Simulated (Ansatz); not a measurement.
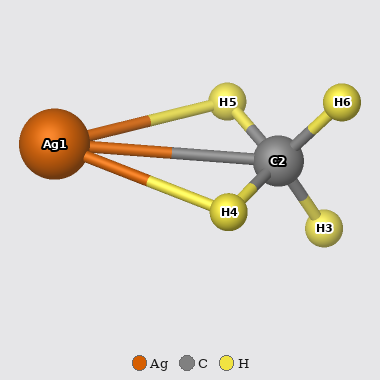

The system is CH₄Ag, charge +1; the picture shows the reference structure. The turn is about an axis along (−0.29, −0.96, 0.05) in the frame of the relaxed pair, normal to the line between the partners. The first coordinate is: distance C2···Ag1; the second: turn of Ag1 about C2. The scan uses a 13 × 13 grid; 142 points were computed and 11 follow by symmetry. At 16 points there is no value (left out of the scan, as a rule where atoms come close). Points are written as (first, second). Energies are in kcal/mol, from the lowest grid point. Method: Ansatz 0.2.0, RKS PBE0-D4/def2-TZVPD.

Its coordinates:

```xyz
6

Ag   -0.0770   -0.0887   -2.0793
C     0.0146    0.0164    0.3970
H    -0.2254   -0.8255    1.0435
H    -0.9231    0.2758   -0.1391
H     0.9139   -0.2814   -0.1830
H     0.2971    0.9034    0.9609
```

Range: distance C2···Ag1 from 2.083 to 4.683 Å; turn of Ag1 about C2 from −60 to 60°.

### What will the energy surface look like?

The lowest grid point is at (2.457 Å, 0°). It is the only kind of minimum in the scanned range. The highest grid point, (2.083 Å, −30°), lies 67.5 kcal/mol above the lowest. Round the minimum the two coordinates are nearly uncoupled.

```csv
"turn of Ag1 about C2 ↓, distance C2···Ag1 →",2.083,2.164,2.295,2.457,2.642,2.847,3.069,3.306,3.557,3.821,4.098,4.385,4.683
60,–,–,–,40.3,18.1,9.7,8.1,9.4,11.5,13.4,15.0,16.0,16.7
50,–,–,–,34.4,15.3,8.3,7.4,8.9,11.2,13.2,14.8,15.8,16.6
40,–,–,47.6,22.2,10.0,6.3,6.6,8.7,11.0,13.0,14.6,15.7,16.4
30,67.5,46.2,24.4,10.9,5.3,4.5,6.1,8.6,11.0,13.0,14.5,15.6,16.3
20,32.6,21.3,10.2,4.0,2.4,3.4,5.9,8.6,11.0,13.0,14.4,15.5,16.2
10,16.8,9.9,3.6,0.8,1.1,3.1,5.9,8.7,11.1,13.0,14.4,15.4,16.1
0,12.5,6.9,1.9,0.0,0.7,3.0,6.0,8.7,11.1,13.0,14.4,15.4,16.1
−10,16.8,10.0,3.6,0.8,1.1,3.1,5.9,8.7,11.1,13.0,14.4,15.4,16.1
−20,32.6,21.3,10.2,4.0,2.4,3.4,5.9,8.6,11.0,13.0,14.4,15.5,16.2
−30,67.5,46.2,24.4,10.9,5.3,4.5,6.1,8.6,11.0,13.0,14.5,15.6,16.3
−40,–,–,47.6,22.2,10.0,6.3,6.6,8.7,11.0,13.0,14.6,15.7,16.4
−50,–,–,–,34.4,15.3,8.3,7.4,8.9,11.2,13.2,14.8,15.8,16.6
−60,–,–,–,40.3,18.1,9.7,8.1,9.4,11.5,13.4,15.0,16.0,16.7
```

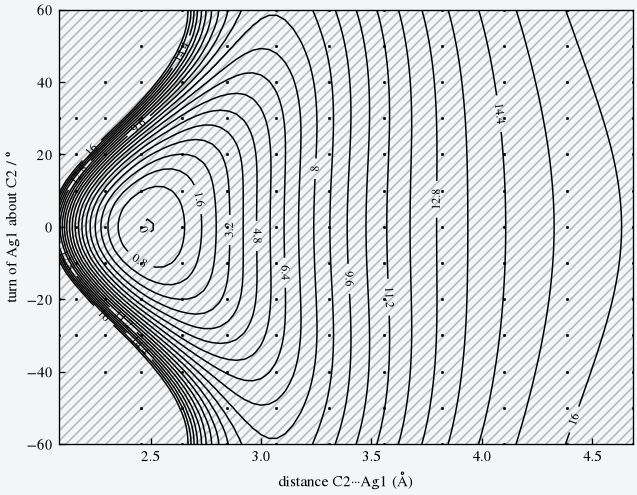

In the figure: contour lines labelled in kcal/mol (none above 16), dots at the grid points, hatched blanks where no value was computed. Between grid points the surface is interpolated.

Time for the 142 points that were run: 6.6 min on 1 thread of Arm Neoverse V2 (shared host).
